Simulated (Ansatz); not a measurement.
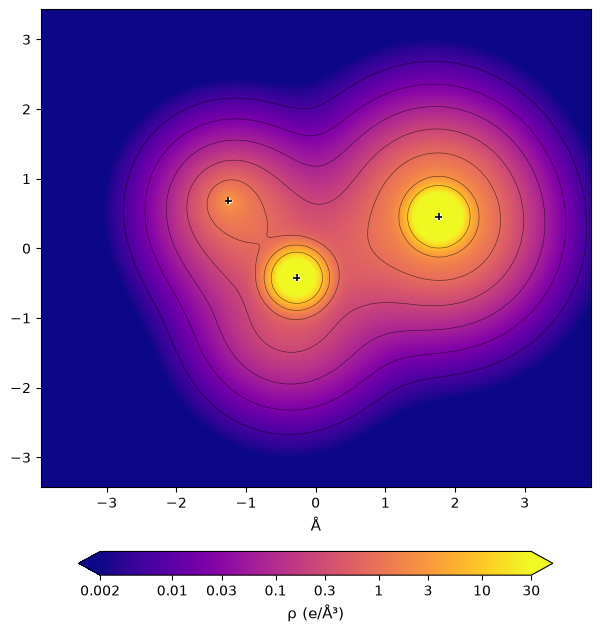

The total electron density on a plane through atoms (crosses mark nuclei in the plane).

All numbers below come from Ansatz 0.2.0, isolated molecule in a Gaussian basis; Kohn-Sham density functional theory, functional PBE0.

Candidates:
A. C3H6Br (SMILES C[C+](C)Br) (charge +1)
B. BrH3Si (SMILES [SiH3]Br)
C. HO2PSi

> Which system is this?

Candidate B: BrH3Si on the plane of atoms Br1, Si2 and H5, which holds Br, Si and H. Si–Br (2.22 Å): ρ at the midpoint is about 0.78 e/Å³. Si–H (1.48 Å): ρ is about 0.83 e/Å³ halfway.
